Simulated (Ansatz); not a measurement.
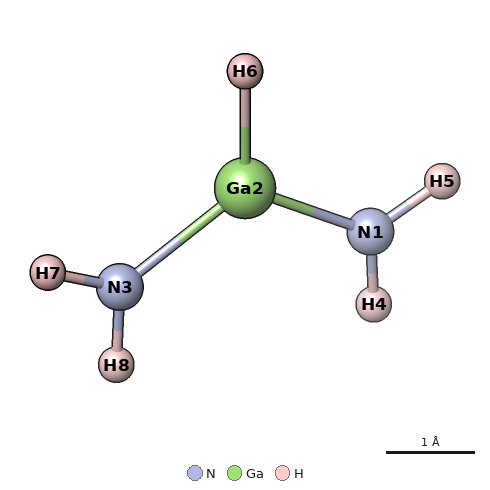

Orthographic view. Atoms fade into the background with distance from the viewer. The computed structure is the end point of a PBE0-D4/def2-TZVP optimisation.

List the bonded neighbours of every atom.

N1: Ga2, H4, H5
Ga2: N1, N3, H6
N3: Ga2, H7, H8
H4: N1
H5: N1
H6: Ga2
H7: N3
H8: N3
